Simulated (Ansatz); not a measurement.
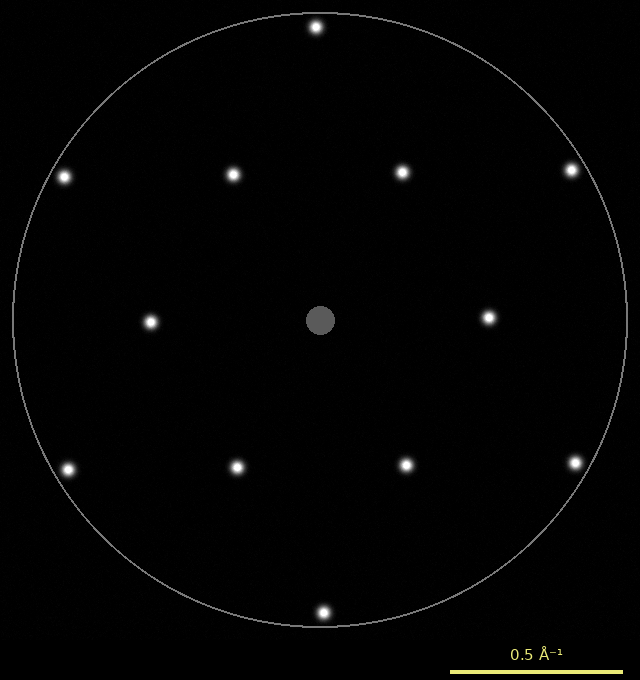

Simulated LEED pattern at 180 eV and normal incidence, from the upper face of a slab model. Spot positions follow from the surface net; brightness is a rough single-scattering estimate from the outer layers, good only for telling present from absent.

What surface net do the spots show?

The spots form a hexagonal reciprocal net with shortest vectors 0.492 and 0.492 Å⁻¹ at 60.0°. The primitive real-space mesh has edges 2.35 and 2.35 Å at 60.0° (or its supplement) and area 4.8 Å².

The slab has composition Co (1 atoms a cell, 0.0 Å thick). Structure: coordinates from a relaxation with Ansatz, DFT PBE, scalar-relativistic, plane waves, PAW; the starting structure was generated, so it need not be a known form of this composition.

```xyz
1
Lattice="2.3471 0.0000 0.0000 -1.1736 2.0327 0.0000 0.0000 0.0000 23.8000" Properties=species:S:1:pos:R:3 pbc="T T T"
Co    0.0000    0.0000    7.0000
```
